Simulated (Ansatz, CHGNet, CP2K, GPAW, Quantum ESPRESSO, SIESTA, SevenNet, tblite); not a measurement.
# Random packing of 35PbO-65B2O3 (mol %) (67 atoms) in CP2K

Aim: run random packing of 35PbO-65B2O3 (mol %) (67 atoms) in CP2K and see how near its forces come to a plane-wave reference, and at what cost.

Method: the method is named at each step, in CP2K 2026.2.

## (1) The structure

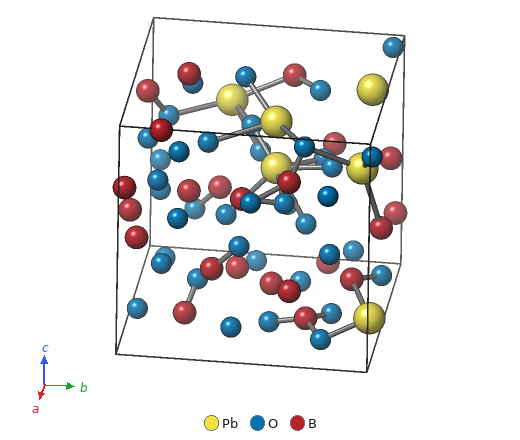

The starting structure, seen slightly off an axis (lead yellow, oxygen blue, boron red). Bonds to atoms that aren't drawn are left out. Some periodic images of atoms are drawn too.

The cell holds 67 atoms: 6 Pb, 39 O and 22 B. Cell: a = 9.376 Å, b = 9.376 Å, c = 9.376 Å, α = 90.0°, β = 90.0°, γ = 90.0°. 67 atoms (6 Pb, 39 O, 22 B) packed at random in a cube at 4.24 g/cm³ and pushed apart as soft spheres, cations and anions kept from their own kind; a start for melting by ab initio MD, not an equilibrated structure. Then every atom was moved at random, 0.02 Å r.m.s. a Cartesian component.

The yardstick, on the same geometry:

```
method                 : Kohn-Sham DFT, PBE, PAW, plane waves (Ansatz 0.2.0); cutoff 420 eV, Γ point, fermi-dirac smearing of 0.05 eV; PAW set soft_2
r.m.s. force component : 2.566 eV/Å
longest force          : 7.496 eV/Å
pressure               : -15.32 GPa
SCF cycles             : 15
time                   : 4.6 s on 8 threads of Arm Neoverse V2, shared host
CPU time               : 30 s
```

## (2) PBE, DZVP-MOLOPT-SR, 600/50 Ry, diagonalisation

Method: Kohn-Sham DFT, PBE, GTH-PBE pseudopotentials, Gaussian and plane waves, DZVP-MOLOPT-SR-GTH, diagonalisation.

Contents of input.inp:

```
&GLOBAL
  PROJECT cell
  RUN_TYPE ENERGY_FORCE
  PRINT_LEVEL LOW
&END GLOBAL
&FORCE_EVAL
  METHOD QS
  STRESS_TENSOR ANALYTICAL
  &DFT
    BASIS_SET_FILE_NAME BASIS_MOLOPT
    POTENTIAL_FILE_NAME GTH_POTENTIALS
    &MGRID
      CUTOFF 600
      REL_CUTOFF 50
      NGRIDS 5
    &END MGRID
    &QS
      EPS_DEFAULT 1.0E-12
    &END QS
    &SCF
      SCF_GUESS ATOMIC
      EPS_SCF 1.0E-06
      MAX_SCF 200
      ADDED_MOS 14
      &DIAGONALIZATION
        ALGORITHM STANDARD
      &END DIAGONALIZATION
      &SMEAR ON
        METHOD FERMI_DIRAC
        ELECTRONIC_TEMPERATURE [K] 580
      &END SMEAR
      &MIXING
        METHOD BROYDEN_MIXING
        ALPHA 0.3
        NBROYDEN 8
      &END MIXING
      &PRINT
        &RESTART OFF
        &END RESTART
      &END PRINT
    &END SCF
    &XC
      &XC_FUNCTIONAL PBE
      &END XC_FUNCTIONAL
    &END XC
    &PRINT
      &MULLIKEN ON
      &END MULLIKEN
      &LOWDIN ON
      &END LOWDIN
      &HIRSHFELD ON
      &END HIRSHFELD
      &MO ON
        EIGENVALUES T
        OCCUPATION_NUMBERS T
        MO_INDEX_RANGE 151 174
        &EACH
          QS_SCF 0
        &END EACH
        ADD_LAST NUMERIC
      &END MO
    &END PRINT
  &END DFT
  &SUBSYS
    &CELL
      A 9.37580 0.00000 0.00000
      B 0.00000 9.37580 0.00000
      C 0.00000 0.00000 9.37580
    &END CELL
    &COORD
      Pb 6.45552 8.70993 6.94025
      Pb 3.95715 5.19710 5.48822
      Pb 8.30096 9.30051 1.71146
      Pb 5.11422 5.30117 7.95340
      Pb 0.70825 3.07667 6.58003
      Pb 4.02081 8.73834 9.01989
      O 4.12920 3.35504 3.50824
      O 5.70864 7.54321 0.52739
      O 0.57277 4.14617 4.49363
      O 0.37325 0.38225 3.74066
      O 2.56344 4.05972 6.50052
      O 1.26836 1.81544 2.26454
      O 4.13013 7.28509 5.78234
      O 2.06596 6.71054 5.09106
      O 8.70890 4.84588 6.28563
      O 1.45287 0.82226 6.10815
      O 8.03994 9.27332 8.21020
      O 5.74933 2.85221 7.21627
      O 8.63839 2.12831 5.40318
      O 8.13257 2.07383 7.89817
      O 1.42250 4.16436 0.39275
      O 1.77081 6.49734 7.73916
      O 7.13864 1.35668 2.78105
      O 1.46103 5.30070 2.81330
      O 7.87595 7.72257 4.00365
      O 4.25943 6.35735 3.42292
      O 8.57464 4.17195 1.06359
      O 2.92956 0.73094 3.76682
      O 3.02491 1.88566 8.26739
      O 7.34097 4.26693 3.79907
      O 4.66352 9.26085 1.72937
      O 9.26704 7.80704 7.05838
      O 3.28612 6.06211 0.57980
      O 5.33399 2.48159 1.37665
      O 2.85868 0.93477 0.94639
      O 3.68141 3.94646 9.00921
      O 3.76767 0.35384 6.24325
      O 6.77289 1.12397 6.00933
      O 6.55125 5.82031 5.31730
      O 8.35074 7.49895 0.71322
      O 0.96805 9.08140 9.33202
      O 2.25554 7.88580 1.48644
      O 6.74936 5.35780 0.51389
      O 7.49023 6.67004 8.15432
      O 6.61153 0.41825 0.60502
      B 0.25849 6.86327 4.85807
      B 8.81616 6.35510 2.82990
      B 5.16250 5.22138 1.32255
      B 4.35590 1.91594 9.28917
      B 0.93683 6.77664 0.30153
      B 8.90457 0.15920 6.63882
      B 0.52561 5.36333 7.68862
      B 5.70330 9.34739 4.18808
      B 5.98167 8.32224 2.12831
      B 4.66005 2.02170 4.63155
      B 7.20755 4.32346 5.69449
[... 7 atom lines left out ...]
      B 6.45374 2.16225 0.49354
      B 1.30924 9.31148 2.70679
      B 8.14457 0.54192 4.25971
      B 6.99707 6.74917 0.88526
    &END COORD
    &KIND Pb
      BASIS_SET DZVP-MOLOPT-SR-GTH-q4
      POTENTIAL GTH-PBE-q4
    &END KIND
    &KIND O
      BASIS_SET DZVP-MOLOPT-SR-GTH-q6
      POTENTIAL GTH-PBE-q6
    &END KIND
    &KIND B
      BASIS_SET DZVP-MOLOPT-SR-GTH-q3
      POTENTIAL GTH-PBE-q3
    &END KIND
  &END SUBSYS
  &PRINT
    &FORCES ON
    &END FORCES
    &STRESS_TENSOR ON
    &END STRESS_TENSOR
  &END PRINT
&END FORCE_EVAL
```

The run is started by

```console
> OMP_NUM_THREADS=1 mpirun -np 4 cp2k.psmp -i input.inp > output.txt
```

Numbers of over 12 decimals in the logs are rounded to 6 here.

Output:

```text
CP2K| version string:                                       CP2K version 2026.2
 CP2K| Input file name                                                 input.inp
 GLOBAL| Basis set file name                                        BASIS_MOLOPT
 GLOBAL| Potential file name                                      GTH_POTENTIALS
 GLOBAL| Run type                                                   ENERGY_FORCE
 GLOBAL| Total number of message passing processes                             4
 GLOBAL| Number of threads for this process                                    1
 TOTAL NUMBERS AND MAXIMUM NUMBERS
  Total number of            - Atomic kinds:                                   3
                             - Atoms:                                         67
                             - Shell sets:                                    67
                             - Shells:                                       335
                             - Primitive Cartesian functions:                313
                             - Cartesian basis functions:                    938
                             - Spherical basis functions:                    871
  Maximum angular momentum of- Orbital basis functions:                        2
                             - Local part of the GTH pseudopotential:          2
                             - Non-local part of the GTH pseudopotential:      4
 SCF PARAMETERS         Density guess:                                    ATOMIC
                        max_scf:                                             200
                        eps_scf:                                        1.00E-06
                        added MOs                                        14    0
                        Mixing method:                            BROYDEN_MIXING
                                                charge density mixing in g-space
                        Smear method:                                FERMI_DIRAC
                        Electronic temperature [K]:                        580.0
                        Electronic temperature [a.u.]:                  1.84E-03
                        Accuracy threshold:                             1.00E-10
 Extrapolation method: initial_guess
 Number of electrons:                                                        324
 Number of occupied orbitals:                                                162
 Number of molecular orbitals:                                               176
 Number of orbital functions:                                                871
 Number of independent orbital functions:                                    871
 SCF WAVEFUNCTION OPTIMIZATION
  Step     Update method      Time    Convergence         Total energy    Change
     1 NoMix/Diag. 0.30E+00    1.8     1.55825407      -704.7232935105 -7.05E+02
 *** the last MO => Add more MOs for proper smearing.                   ***
     2 Broy./Diag. 0.30E+00    2.4     1.55745601      -656.4446818080  4.83E+01
 *** the last MO => Add more MOs for proper smearing.                   ***
     3 Broy./Diag. 0.30E+00    2.4     1.53007402      -731.8488723183 -7.54E+01
 *** the last MO => Add more MOs for proper smearing.                   ***
     4 Broy./Diag. 0.30E+00    2.4     1.05298164      -708.7776937561  2.31E+01
[...]
*** the last MO => Add more MOs for proper smearing.                   ***
    59 Broy./Diag. 0.30E+00    2.4     0.00000118      -704.4452984096  2.06E-08
 *** the last MO => Add more MOs for proper smearing.                   ***
    60 Broy./Diag. 0.30E+00    2.4     0.00000073      -704.4452971664  1.24E-06
  *** SCF run converged in    60 steps ***
  Electronic density on regular grids:       -324.0000000000        0.0000000000
  Core density on regular grids:              323.9999999997       -0.0000000003
  Total charge density on r-space grids:       -0.0000000003
  Total charge density g-space grids:          -0.0000000003
  Overlap energy of the core charge distribution:               9.03228e-07
  Self energy of the core charge distribution:              -1796.685766
  Core Hamiltonian energy:                                    496.861506
  Hartree energy:                                             755.343224
  Exchange-correlation energy:                               -159.949931
  Electronic entropic energy:                                  -0.014331
  Fermi energy:                                                 0.100241
  Total energy:                                              -704.445297
  Total energy (extrapolated to T->0):                       -704.438132
 MO| EIGENVALUES AND OCCUPATION NUMBERS
 MO|
 MO|  Index      Eigenvalue [a.u.]        Eigenvalue [eV]             Occupation
 MO|    151               0.078450               2.134732               1.999986
 MO|    152               0.080564               2.192256               1.999955
 MO|    153               0.081278               2.211697               1.999934
[...]
MO|    173               0.122084               3.322065               0.000014
 MO|    174               0.124336               3.383351               0.000004
 MO| Sum:                                                             324.000000
 MO| E(Fermi):            0.100241 a.u.          2.727693 eV
 !-----------------------------------------------------------------------------!
                     Mulliken Population Analysis
 #  Atom  Element  Kind  Atomic population                           Net charge
       1     Pb       1          2.945644                              1.054356
       2     Pb       1          2.954432                              1.045568
       3     Pb       1          2.868653                              1.131347
[...]
# Total charge                            324.000000                 -0.000000
 !-----------------------------------------------------------------------------!
 !-----------------------------------------------------------------------------!
                           Hirshfeld Charges
  #Atom  Element  Kind  Ref Charge     Population                    Net charge
      1       Pb     1       4.000          4.015                        -0.015
      2       Pb     1       4.000          3.860                         0.140
      3       Pb     1       4.000          4.316                        -0.316
[...]
66       B      3       3.000          2.307                         0.693
     67       B      3       3.000          2.299                         0.701
  Total Charge                                                           -0.000
 !-----------------------------------------------------------------------------!
 LOWDIN POPULATION ANALYSIS
 #  Atom  Element  Kind  Atomic population                           Net charge
[...]
66     B        3          2.593800                              0.406200
      67     B        3          3.017103                             -0.017103
 # Total charge                            324.000000                 -0.000000
 ENERGY| Total FORCE_EVAL ( QS ) energy [hartree]           -704.445300
 FORCES| Atomic forces [hartree/bohr]
 FORCES|   Atom     x               y               z               |f|
 FORCES|      1 -6.72142815E-02 -4.34698251E-02  2.26354670E-03   8.00781430E-02
 FORCES|      2 -1.20902869E-02  7.93834597E-03 -9.52004749E-02   9.62929011E-02
 FORCES|      3  5.23862107E-02  1.72142997E-02 -2.51958173E-02   6.06257074E-02
[...]
FORCES|     66  2.65789187E-02  3.78210007E-02  1.42521664E-02   4.83734562E-02
 FORCES|     67 -3.90092311E-03  2.24912363E-02 -7.24574465E-02   7.59681148E-02
 FORCES| Sum     6.61678662E-03 -5.49291380E-04  9.91139868E-04
 FORCES| Total atomic force                                       6.71311734E-03
 STRESS| Analytical stress tensor [bar]
 STRESS|                        x                   y                   z
 STRESS|      x       -1.47302792129E+05  -1.37267939174E+03   9.91147762069E+03
 STRESS|      y       -1.37267939174E+03  -1.51145770485E+05   1.74825338564E+03
 STRESS|      z        9.91147762069E+03   1.74825338564E+03  -1.33456471785E+05
 STRESS| 1/3 Trace                                            -1.43968344800E+05
```

It took 2.5 min on 4 MPI ranks of Arm Neoverse V2, shared host; peak memory 3.1 GiB.

Banners, paths, timers and routine set-up lines are dropped from the logs unmarked, and long logs keep their key lines alone; longer cuts are marked.

Against the reference:

| Quantity | Value |
| --- | --- |
| r.m.s. force component | 2.556 eV/Å |
| r.m.s. difference of force components | 85.62 meV/Å |
| longest difference of force vectors | 336.7 meV/Å |
| force difference over r.m.s. force | 3.337 % |
| slope of forces against the reference's | 0.9954 |
| correlation of force components | 0.9994 |
| pressure | -14.4 GPa |
| pressure difference | 0.9247 GPa |

Length of the force difference by element (eV/Å):

```
element  atoms  mean  most
      B     22  0.10  0.27
      O     39  0.13  0.29
     Pb      6  0.24  0.34
```

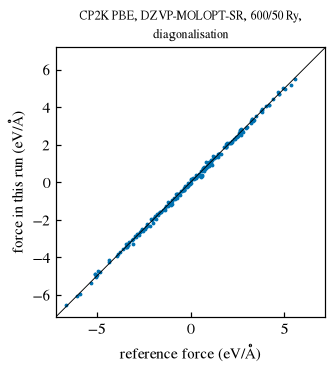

Force components against those of the reference; the line marks equality.

A closer look about Pb4, one of the 6 Pb atoms: 9 atoms, nearest first, numbered in the order of the input, with positions taken from that point.

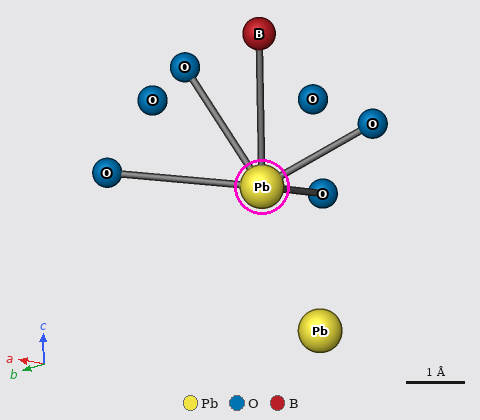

The atoms of the table, within 3.0 Å (arrows a, b, c point along x, y, z); some may hide others; the central atom is ringed.

```
atom      x      y      z  distance (Å)  Mulliken charge (e)     Fx     Fy  Fz (eV/Å)
 Pb4   0.00   0.00   0.00          0.00                 0.87   0.89  -0.20       0.89
 O36  -1.43  -1.35   1.06          2.24                -0.26   0.27  -2.91       5.16
 O43   1.64   0.06   1.94          2.53                -0.27  -3.28   0.26       4.07
 O18   0.64  -2.45  -0.74          2.64                -0.36   0.34   1.86      -0.62
 Pb2  -1.16  -0.10  -2.47          2.73                 1.05  -0.62   0.41      -4.90
 B48   0.05  -0.08   2.74          2.75                 0.21  -1.11   1.29       0.23
 O44   2.38   1.37   0.20          2.75                -0.30   0.76  -3.38      -6.55
 O33  -1.83   0.76   2.00          2.82                -0.29   1.86  -0.20       0.73
  O8   0.59   2.24   1.95          3.03                -0.40   5.04  -2.34       4.42
```

Forces lie 3.3 % from the reference's, at 20 times its CPU time (on 4 against 8 cores).

## (3) PBE, SZV-MOLOPT-SR, 600/50 Ry, diagonalisation

Method: Kohn-Sham DFT, PBE, GTH-PBE pseudopotentials, Gaussian and plane waves, SZV-MOLOPT-SR-GTH, diagonalisation.

input.inp: that of step 2 with these lines changed.

```diff
@@ -50,4 +50,2 @@
       &END LOWDIN
-      &HIRSHFELD ON
-      &END HIRSHFELD
       &MO ON
@@ -73,3 +71,3 @@
     &KIND Pb
-      BASIS_SET DZVP-MOLOPT-SR-GTH-q4
+      BASIS_SET SZV-MOLOPT-SR-GTH-q4
       POTENTIAL GTH-PBE-q4
@@ -77,3 +75,3 @@
     &KIND O
-      BASIS_SET DZVP-MOLOPT-SR-GTH-q6
+      BASIS_SET SZV-MOLOPT-SR-GTH-q6
       POTENTIAL GTH-PBE-q6
@@ -81,3 +79,3 @@
     &KIND B
-      BASIS_SET DZVP-MOLOPT-SR-GTH-q3
+      BASIS_SET SZV-MOLOPT-SR-GTH-q3
       POTENTIAL GTH-PBE-q3
```

The run is started by

```console
> OMP_NUM_THREADS=2 cp2k.psmp -i input.inp > output.txt
```

Output:

```text
CP2K| version string:                                       CP2K version 2026.2
 CP2K| Input file name                                                 input.inp
 GLOBAL| Basis set file name                                        BASIS_MOLOPT
 GLOBAL| Potential file name                                      GTH_POTENTIALS
 GLOBAL| Run type                                                   ENERGY_FORCE
 GLOBAL| Total number of message passing processes                             1
 GLOBAL| Number of threads for this process                                    2
[... lines left out ...]
                        Smear method:                                FERMI_DIRAC
[... lines left out ...]
 Number of electrons:                                                        324
[... lines left out ...]
  Step     Update method      Time    Convergence         Total energy    Change
[... lines left out ...]
  *** SCF run converged in    65 steps ***
[... lines left out ...]
  Fermi energy:                                                 0.130214
  Total energy:                                              -702.956445
  Total energy (extrapolated to T->0):                       -702.949171
[... lines left out ...]
 MO| E(Fermi):            0.130214 a.u.          3.543303 eV
[... lines left out ...]
      66     B        3          2.640647                              0.359353
      67     B        3          2.589621                              0.410379
 # Total charge                            324.000000                 -0.000000
 ENERGY| Total FORCE_EVAL ( QS ) energy [hartree]           -702.956446
 FORCES| Atomic forces [hartree/bohr]
 FORCES|   Atom     x               y               z               |f|
 FORCES|      1 -8.76701288E-02 -6.35493997E-02  6.31755280E-03   1.08464230E-01
 FORCES|      2 -1.04507692E-02 -6.63098289E-03 -1.02127195E-01   1.02874450E-01
 FORCES|      3  5.98375163E-02  1.78304766E-02 -3.06142000E-02   6.95390789E-02
[...]
FORCES|     66  2.46545632E-02  3.97651793E-02  2.14857360E-02   5.14854719E-02
 FORCES|     67  1.05771596E-02  4.15877657E-02 -5.30753099E-02   6.82525244E-02
 FORCES| Sum     5.79005974E-03  2.17505600E-04  1.56563000E-03
 FORCES| Total atomic force                                       6.00194117E-03
 STRESS| Analytical stress tensor [bar]
 STRESS|                        x                   y                   z
 STRESS|      x       -5.71440884159E+04  -6.44731878292E+03   1.05119236236E+04
 STRESS|      y       -6.44731878292E+03  -5.70312461451E+04   1.54627483191E+04
 STRESS|      z        1.05119236236E+04   1.54627483191E+04  -3.05669489327E+04
 STRESS| 1/3 Trace                                            -4.82474278313E+04
```

The job ended after 3.3 min (2 threads; peak memory 2.1 GiB; 5.9 min of CPU time).

Numbers from this run, and their distance from the reference:

- r.m.s. force component: 2.286 eV/Å
- r.m.s. difference of force components: 890.4 meV/Å
- longest difference of force vectors: 3755 meV/Å
- force difference over r.m.s. force: 34.7 %
- slope of forces against the reference's: 0.8365
- correlation of force components: 0.9391
- pressure: -4.825 GPa
- pressure difference: 10.5 GPa

This is a coarse setting, run to see what it loses.

Against the first run (3.3 %), the force difference from the reference is 35 %, at 0.58 times the CPU time (on 2 against 4 cores), with 268 basis functions against 871: the smaller basis costs accuracy.

(Part 1 of 2 ends here.)

[Also dropped from logs without a mark: logging warnings of Python, and SIESTA's first energy breakdown and zero terms.]

[Logs are printed without paths, hosts, clocks, repeated set-up lines and the standing remarks that a program may print on its own settings, such as how far it seeks lower states.]

[Hosts, paths, dates, database ids (printed as entryN), source tags and the programs' standing remarks are cut or masked in the printed files.]
